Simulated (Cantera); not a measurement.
Input: 1 mol MgCO3, 1.1 mol H2O, a varied amount of H2, held at 1348 K and 480 Torr.

Cantera equilibrium calculation (NASA polynomials, part measured and part estimated; ideal gas, pure solids and liquids). Candidate condensed phases: C, C6H6, C7H8, C8H18, H2O, Mg, MgCO3, MgO, Mg(OH)2; 116 gas species. Kinetics and transport are ignored.

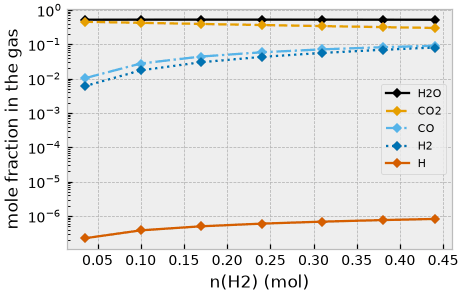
Figure. Equilibrium gas composition (values under 1e-9 drawn at 1e-9)

**Question.** Read off the mole fractions at 0.035 mol H2.

**Answer.** H2O about 0.53, CO2 about 0.46, CO about 0.010, H2 about 0.0061, H about 2.3e-7.
